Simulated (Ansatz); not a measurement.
BClH₂···H₄OSi

```yaml
atoms:
  - { symbol: B, position_ang: [-0.0767, -0.3276, -0.2192] }
  - { symbol: H, position_ang: [-0.4905, -0.6028, 0.8731] }
  - { symbol: Cl, position_ang: [1.5717, -0.8107, -0.6177] }
  - { symbol: H, position_ang: [-0.7709, 0.1445, -1.0832] }
  - { symbol: O, position_ang: [0.2029, 1.8347, 1.2040] }
  - { symbol: Si, position_ang: [1.7313, 2.2256, 1.8398] }
  - { symbol: H, position_ang: [2.6132, 1.0167, 1.9529] }
  - { symbol: H, position_ang: [2.3184, 3.2156, 0.8888] }
  - { symbol: H, position_ang: [1.5896, 2.8471, 3.2005] }
  - { symbol: H, position_ang: [-0.2703, 1.0822, 1.6429] }
```

Not at a stationary point (largest force 0.7 eV/Å).

The calculation used RKS BLYP-D4/def2-SVP in Ansatz.

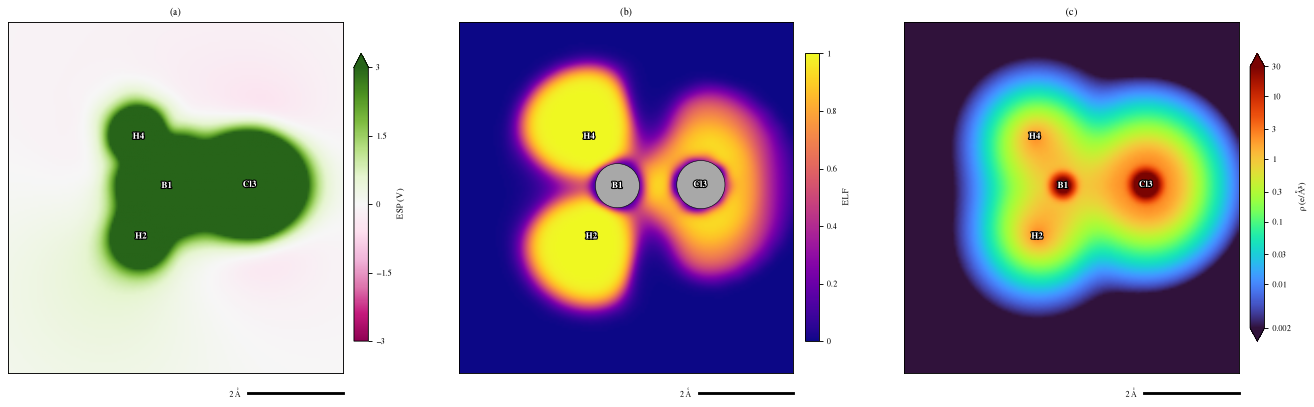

Figure 1. (a) electrostatic potential; (b) ELF; (c) total electron density on the plane of atoms H2, B1 and Cl3. Grey discs cover the atomic cores in the ELF map.

### What does the map show?

The section cuts through B, H and Cl sites.
B–Cl (1.76 Å): ρ is about 1.3 e/Å³ halfway; the ELF peaks at about 0.90 between the atoms; a shared but strongly polarised pair.
B–H (1.20 Å): ρ at the midpoint is about 1.2 e/Å³; the ELF climbs to about 1 towards the hydrogen, as it does in any bond to H (a covalent bond by its length).
The ELF also peaks beside Cl3, away from the bonds: lone-pair regions.
Outside the dense part of the complex the potential is most negative (−0.5 V) near Cl3.

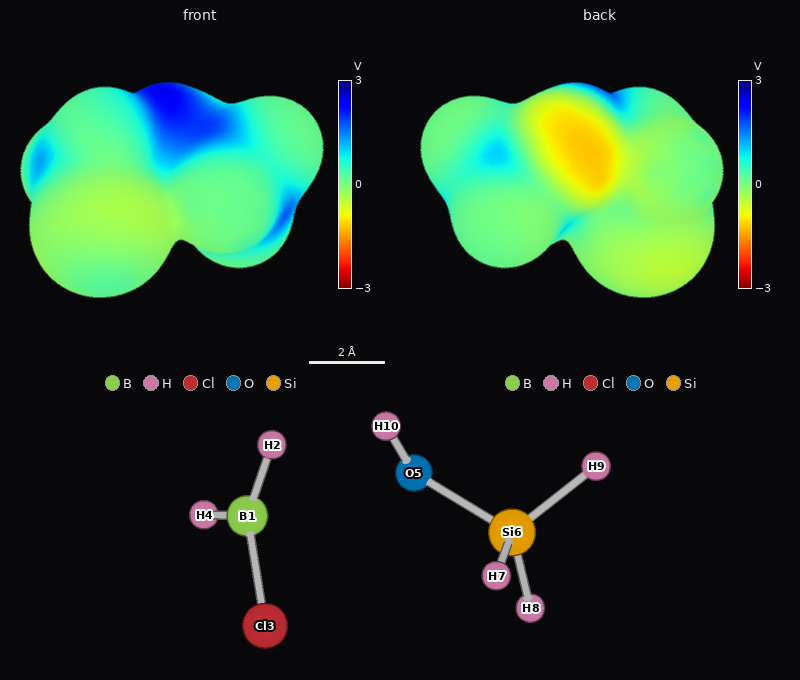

Figure 2. The electrostatic potential painted on the density surface at 0.002 e/bohr³, seen from the front and from behind; red is negative and blue positive. The bare structure is drawn below in the same view.

### Which sites attract a positive test charge, and which a negative one?

A positive charge is drawn to the negative regions and a negative charge to the positive ones. The most negative region (about −1.2 V) lies over O5, the most positive (about +2.2 V) over H10. Cl3 shows a σ-hole: about +0.3 V at the tip opposite its bond, against about −0.2 V on its flanks. O5 is the likeliest acceptor of a hydrogen bond.

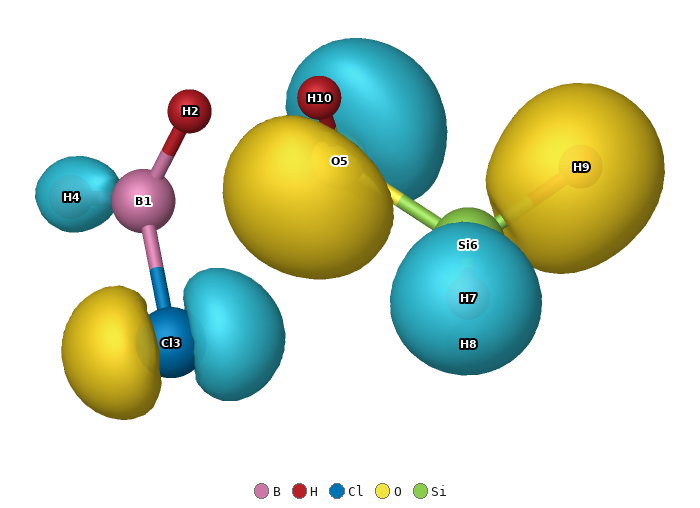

Figure 3. The HOMO−1 at ±0.1 Å⁻³ᐟ² (yellow and cyan are the two phases), seen at a tilt.

### Describe this orbital and give its energy.

By Hirshfeld shares it lies mainly on O5 (about 50 %), Si6 (about 15 %), H9 (about 10 %), Cl3 (about 10 %) and H7 (about 5 %). Its energy is −7.20 eV.
